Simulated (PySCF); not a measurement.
**Cl$_{2}$ (charge −1, doublet): density, localisation and related maps**

```xyz
2

Cl    0.0000    0.0000   -1.3275
Cl    0.0000    0.0000    1.3275
```

All numbers below come from PySCF, PBE0/aug-cc-pVDZ(-PP), non-relativistic Hamiltonian with scalar-relativistic core potentials where named, at a bond length of 2.655 Å.

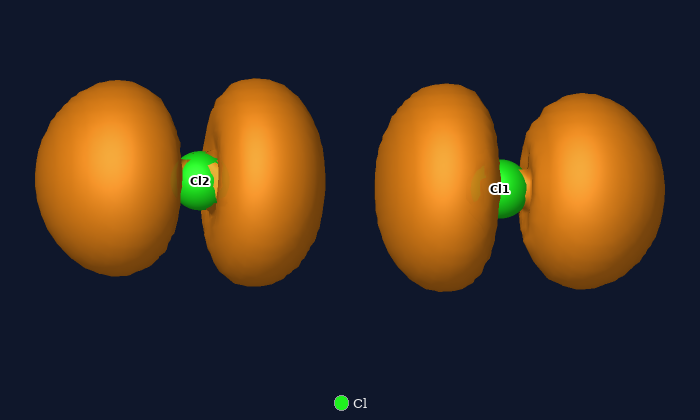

Figure 1. Isosurfaces of the spin density at +0.03 (orange) and −0.03 e/Å³ (purple), seen from one side.

**Which atoms carry the spin?**

The unpaired spin (1 electron) lies mostly on Cl1 (about 0.5) and Cl2 (about 0.5), in electrons by Hirshfeld's partition. Only one sign reaches the isovalue.

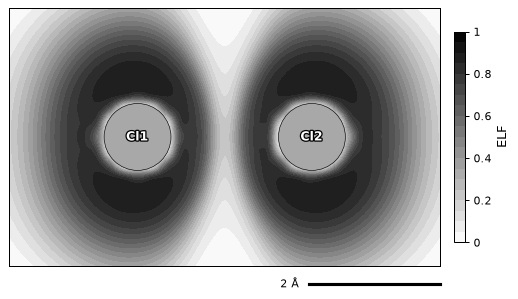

Figure 2. Electron localisation function on a plane that holds the molecular axis. Grey discs cover the atomic cores.

**What do the fields say about this system?**

- Atoms in the plane: Cl.
- Cl–Cl (2.65 Å): the ELF peaks at about 0.80 in the valence shell of Cl, 0.8 Å from its nucleus, and drops to about 0.20 between the two atoms.

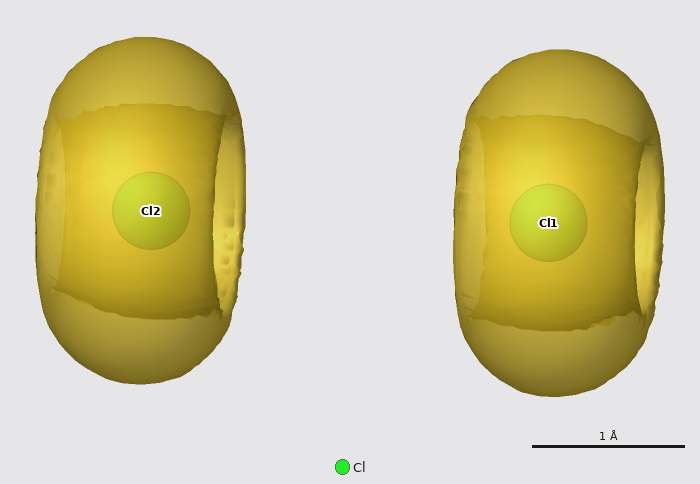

Figure 3. Isosurface of the ELF at 0.85 (yellow), seen from one side. Core shells and regions of very low density are left out.

**Describe the localisation domains.**

At this value the surface marks out two regions wrapped around Cl (the valence shell of each).
